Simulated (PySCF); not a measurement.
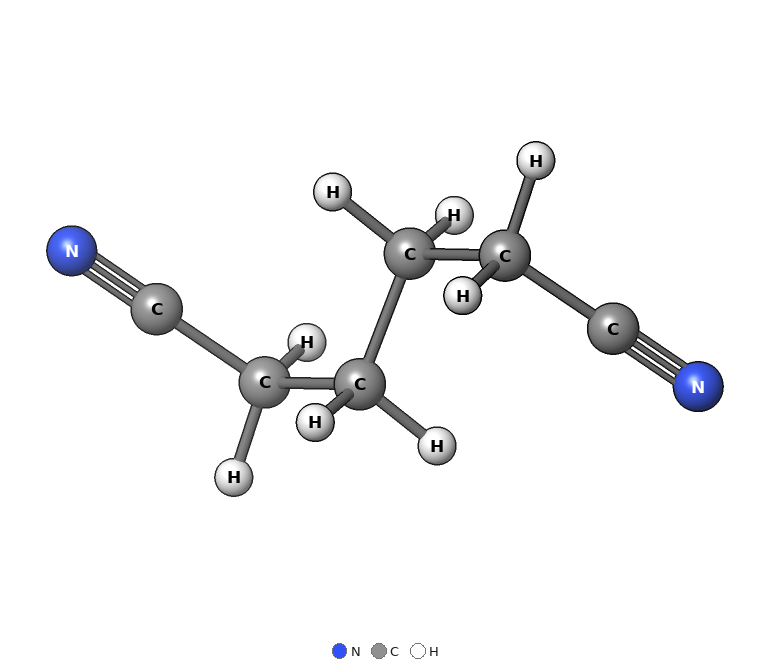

Computed geometry: GFN2-xTB optimisation. No frequency run is at hand to confirm it as a minimum. Level of theory: B3LYP/def2-SVPD, gas phase (PySCF 2.14.0). Excitations: vertical, linear response.

What is the lowest vertical singlet excitation?

7.80 eV.

What is the mean static polarisability?

76.7 bohr³.

What is the HOMO energy (Kohn–Sham orbital)?

−9.32 eV.

Estimate the brightest of the 8 lowest singlets.

8.07 eV.
